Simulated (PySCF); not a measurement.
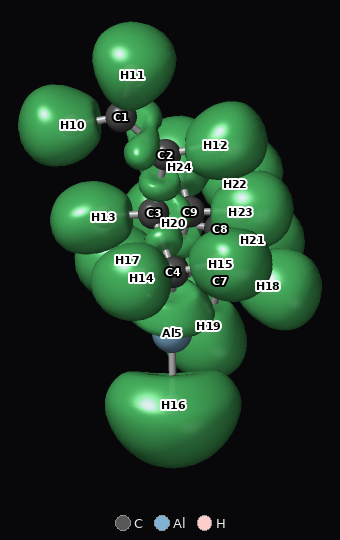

C₈H₁₅Al. Isosurface of the ELF at 0.8 (green), seen at an oblique angle. Only the valence region is drawn (cores and ρ < 0.01 e/Å³ removed).

Geometry: GFN2-xTB.

Level of theory: PySCF 2.14.0, PBE0/pcSseg-1, SCF density, gas phase, non-relativistic.

The calculation's input:

```
{"job": {"kind": "nmr", "xc": "PBE0", "basis": "pcSseg-1"}, "charge": 0, "multiplicity": 1}
C      3.479772    -0.823468     0.780694
C      2.521157     0.058380     0.565279
C      1.345451    -0.159272    -0.332342
C      1.424379     0.787373    -1.560898
Al    -0.460887     0.530180    -2.154111
C     -1.189070    -0.274430    -0.458251
C     -2.511678     0.296216     0.077863
C     -2.934744    -0.321588     1.408034
C      0.024338     0.068618     0.435585
H      3.465749    -1.798315     0.320331
H      4.318010    -0.614793     1.424164
H      2.559611     1.032242     1.038577
H      1.351965    -1.198063    -0.688270
H      2.259077     0.485838    -2.202226
H      1.672519     1.797912    -1.207798
H     -1.214867     0.865540    -3.457015
H     -1.292896    -1.371493    -0.461870
H     -2.419506     1.380793     0.196111
H     -3.298817     0.118389    -0.662068
H     -3.016315    -1.402913     1.315951
H     -3.901424     0.068368     1.720987
H     -2.209387    -0.096816     2.186223
H     -0.026423     1.122322     0.727784
H      0.042250    -0.531256     1.349102
```

Run with:

```sh
OMP_NUM_THREADS=1 python probes_run.py task.json out
```

Q: Where are the electrons localised?

A: At this value the surface marks out one region between bonded Al–C atoms (shared pairs), seven regions between bonded C–C atoms (shared pairs), 15 regions around hydrogen nuclei and one region wrapped around Al (its valence shell). Profiles from the grid: C–C (1.32 Å): the ELF peaks at about 0.90 between the atoms (a short, multiple covalent bond). C–Al (1.99 Å): the ELF peaks at about 0.95 between the atoms; a polar covalent bond.
